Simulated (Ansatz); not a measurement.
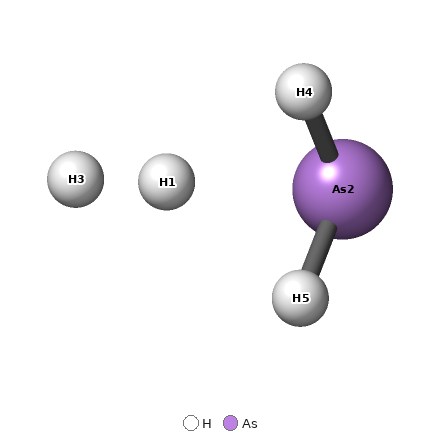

The system is the reacting system AsH₄ (fragments AsH₃ + H where the first distance is long, H₂ + AsH₂ where the second is long), spin multiplicity 2; the picture shows the reference structure. The first coordinate is: distance H1–H3 (bond that forms); the second: distance H1–As2 (bond that breaks). Relaxed at each point: all other coordinates. Grid: 11 × 11 points. Points are written as (first, second). Energies: kcal/mol, counted from the lowest grid point. Level of theory: UKS B3LYP-D4/def2-TZVP in Ansatz 0.2.0.

Its coordinates:

```xyz
5

H    -0.2950   -0.8715   -0.5672
As    0.4354    0.9566   -0.3465
H    -0.6730   -1.7650   -0.4946
H    -0.7350    1.2537    0.5889
H     1.2675    0.4261    0.8193
```

Range: distance H1–H3 (bond that forms) from 0.666 to 1.866 Å; distance H1–As2 (bond that breaks) from 1.350 to 2.850 Å.

What will the energy surface look like?

Answer. The lowest grid point is at (0.733 Å, 2.850 Å). It lies in a valley that leaves the map towards separated partners. The highest grid point, (1.866 Å, 2.850 Å), lies 87 kcal/mol above the lowest.

```
second ↓, first →  0.666  0.733  0.826  0.932  1.048  1.171  1.300  1.434  1.574  1.718  1.866
            2.850      3      0      2      9     20     34     47     60     72     81     87
            2.665      4      0      2      9     20     33     46     59     69     77     83
            2.485      5      1      3      9     20     32     44     56     65     72     77
            2.310      6      3      4     10     20     31     42     52     60     65     69
            2.142      9      5      5     10     19     29     39     47     53     57     60
            1.981     13      8      8     12     19     27     35     41     45     48     50
            1.827     18     13     12     14     19     25     31     35     38     40     41
            1.683     27     21     17     18     21     24     28     30     32     33     34
            1.551     39     31     26     24     25     26     28     29     30     30     30
            1.434     56     46     39     35     34     33     33     33     33     33     33
            1.350     73     62     53     48     44     43     41     41     40     40     39
```

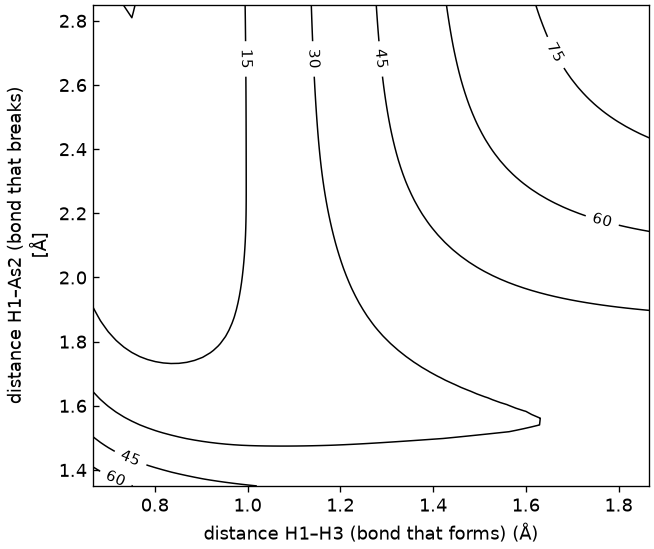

The picture shows contour lines labelled in kcal/mol. Between grid points the surface is interpolated.

Each point was launched as `ansatz run input.yaml --threads 1 --pin off --max-ram 2560MiB --backend cpu --events-out ev --progress --plain --runs-dir out`. Time for the 121 points that were run: 22 min on 1 thread of Intel(R) Xeon(R) Platinum 8175M CPU @ 2.50GHz (Skylake/Cascade Lake), with other jobs on the host.
